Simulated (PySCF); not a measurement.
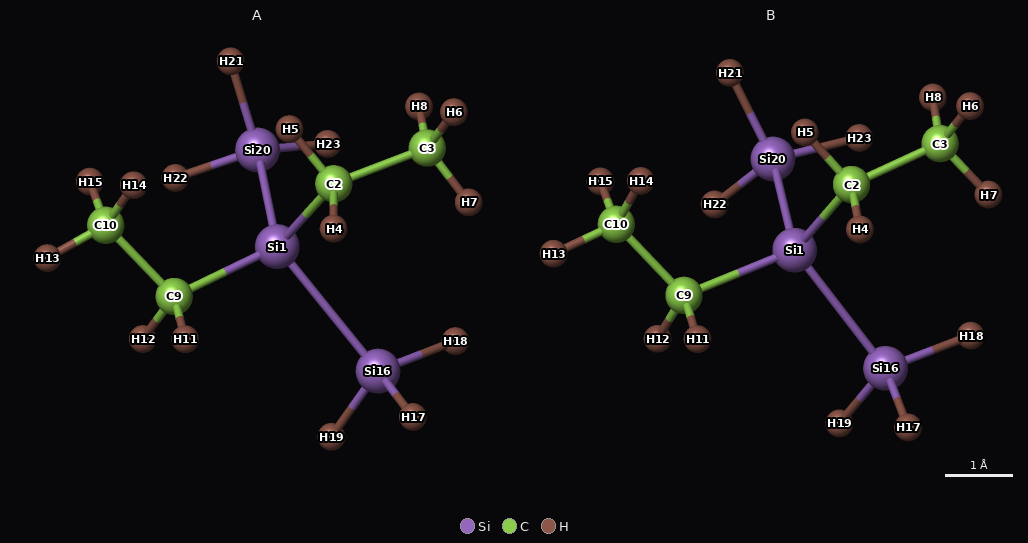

Two geometries of C4H16Si3, drawn at one scale. One is the start of a relaxation, the other its converged end. The picture is a ball-and-stick view, seen at a tilt.

Method: PBE0-D3(BJ)/def2-SVP geometry optimisation, gas phase in PySCF. 

Q: Which of the two is the end point?

A: Structure B is the relaxed one. The start comes from GFN2-xTB. Its atoms were then displaced at random by about 0.03 Å. The atom that moves furthest after the best rigid fit is H22 (0.57 Å). Largest moves by element: H 0.57 Å, Si 0.16 Å, C 0.07 Å. Some distances before and after: Si20–H23 1.381 → 1.497 Å, Si1–Si16 2.461 → 2.348 Å, C3–H8 1.011 → 1.102 Å, C2–H4 1.173 → 1.105 Å. Among the angles between lasting bonds that change: H7–C3–H8 115.6° → 106.9°, H13–C10–H14 114.7° → 107.2°, H21–Si20–H22 100.7° → 108.0°. The energy falls by 1.020 eV in 12 geometry steps. The run took 2.6 min on 2 threads of AMD EPYC 7B13 (shared host).
